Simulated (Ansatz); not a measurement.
**FH3Si2: density, localisation and related maps**

| atom | x (Å) | y (Å) | z (Å) |
| --- | --- | --- | --- |
| F | 1.0320 | -0.8321 | -1.8688 |
| Si | 0.0956 | 0.0653 | 1.1947 |
| Si | -0.1233 | -0.2045 | -0.9619 |
| H | -1.4108 | -0.6080 | -1.5846 |
| H | 1.4183 | 0.6123 | 1.6002 |
| H | -1.0118 | 0.9671 | 1.6204 |

The product side of a reaction path; geometry: PBE0-D4/def2-TZVP.

Computed with Ansatz, RKS PBE0-D4/def2-TZVPP.

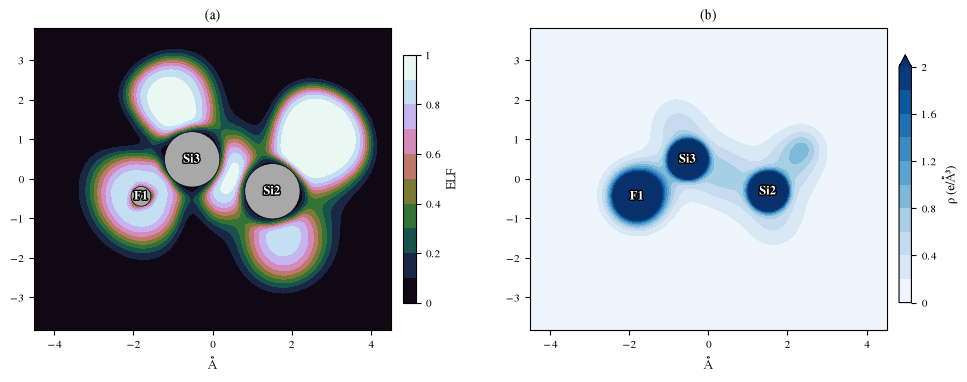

Figure 1. (a) ELF; (b) electron density on the plane of atoms F1, Si3 and Si2. Grey discs cover the atomic cores in the ELF map.

Q: Read the bonding off the picture.

A:
- The section cuts through F and Si sites.
- Si–F (1.60 Å): the density is about 1.2 e/Å³ at the midpoint; the ELF peaks at about 0.85 in the valence shell of F, 0.6 Å from its nucleus, and is about 0.55 at the midpoint.
- Si–Si (2.18 Å): ρ is about 0.7 e/Å³ halfway; the ELF peaks at about 0.95 between the atoms: localised, covalent bonding.
- The ELF also peaks beside F1, away from the bonds: lone-pair regions.

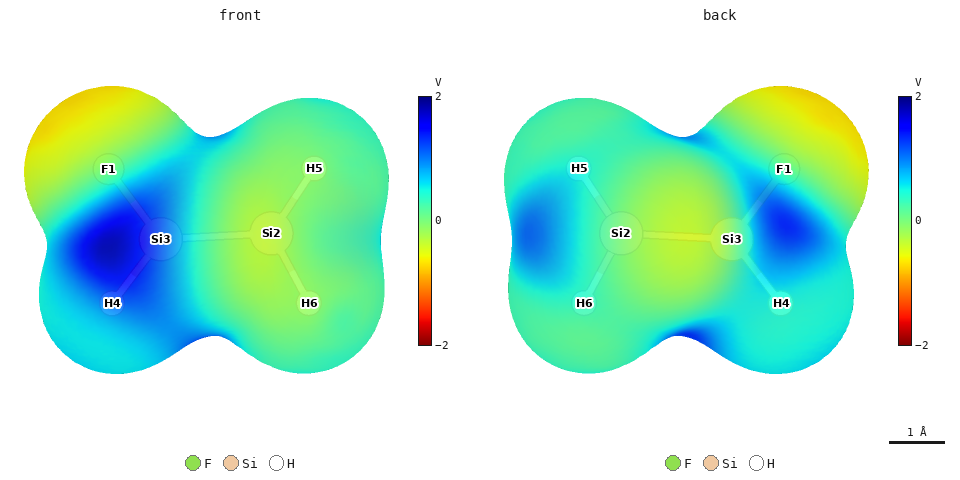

Figure 2. The molecular electrostatic potential painted on the density surface at 0.002 e/bohr³, seen from the front and from behind; red is negative and blue positive.

Q: Where is the surface potential most negative and most positive?

A: The most negative region (about −0.7 V) lies over F1, the most positive (about +1.7 V) over Si3.

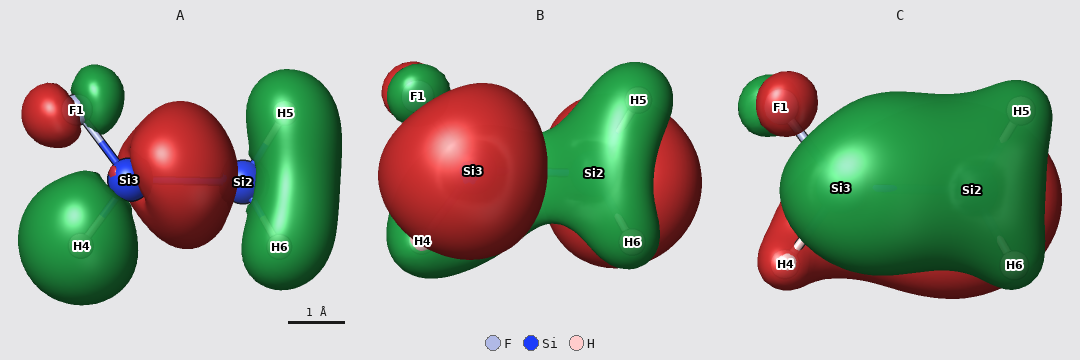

Figure 3. Three frontier orbitals at ±0.08 Å⁻³ᐟ² (green and red are the two phases), in no order.

Q: Order the three orbitals by energy and name them.

A: A is the HOMO−1 (−9.22 eV). Its weight (Hirshfeld) is mainly on Si3 (about 30 %), Si2 (about 30 %), H4 (about 15 %), F1 (about 5 %), H5 (about 5 %) and H6 (about 5 %). C is the HOMO (−6.33 eV). It lies mainly on Si2 (about 50 %) and Si3 (about 35 %). B is the LUMO (−2.36 eV). By Hirshfeld shares it lies mainly on Si3 (about 45 %) and Si2 (about 40 %).

Q: What is the HOMO–LUMO gap?

A: 3.97 eV between the orbital energies.
